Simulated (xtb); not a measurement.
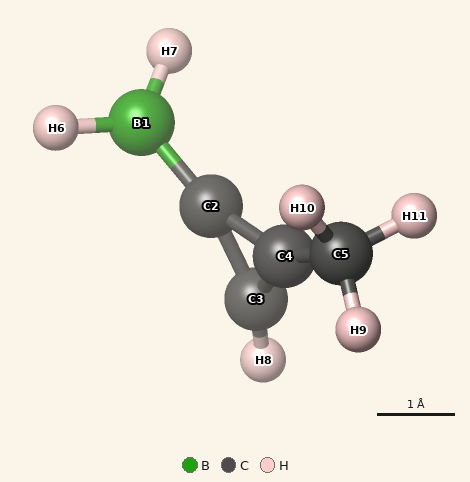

**Figure 1.** The input geometry (ball-and-stick view, seen at a tilt; atoms are numbered from 1 in the order of the input). Bond lengths as drawn: B–C 1.46 Å, B–H 1.15 to 1.19 Å, C–C 1.35 to 1.43 Å and C–H 1.08 to 1.10 Å.

## Calculation of the molecule and its ions of C4H6B (charge +1)

The run: calculation of the molecule and its ions of C4H6B, charge +1. Method and program: GFN2-xTB (xtb 6.7.1).

Input (mol.json)
```
{
 "schema_name": "qcschema_molecule",
 "schema_version": 2,
 "symbols": [
  "B",
  "C",
  "C",
  "C",
  "C",
  "H",
  "H",
  "H",
  "H",
  "H",
  "H"
 ],
 "geometry": [
  -4.13434093,
  -0.06565287,
  0.28698515,
  -1.45697884,
  -0.44893279,
  0.801276,
  0.48878522,
  -1.40674047,
  2.30034849,
  1.16583252,
  -0.13446724,
  0.18889324,
  2.9708649,
  0.89141972,
  -1.53622073,
  -5.13276639,
  1.79481085,
  1.0757266,
  -5.24387472,
  -1.46926773,
  -0.94444732,
  1.01013798,
  -2.47259892,
  3.95884584,
  4.74386075,
  1.38609333,
  -0.61311786,
  2.18498638,
  2.50576172,
  -2.56272185,
  3.40245756,
  -0.55854635,
  -2.95397452
 ],
 "molecular_charge": 1,
 "molecular_multiplicity": 1
}
```

File xcontrol
```
$scc
   guess=goedecker
$end
```

Command:
```bash
xtb mol.json --input xcontrol --wbo --vipea --parallel 1 > mol.out
```

Log
```
* xtb version 6.7.1
########################################################################
[ERROR] Program stopped due to fatal error
-2- reading geometry input 'mol.json' failed
-1- JSON support not enabled
########################################################################
```

Standard error
```
ERROR STOP
Error termination. Backtrace:
abnormal termination of xtb
```

Outcome

```tsv
quantity	value
outcome	refused by the program
hardware	1 thread of Arm Neoverse V1, 24 GiB of memory available, shared host
```

What went wrong

Settings chosen away from the usual ones: method = gfn2-xtb; task = vipea; x = {"guess": "goedecker"}; geo = {"rattle": 0.01}; partner = rattled. The program refused the input.
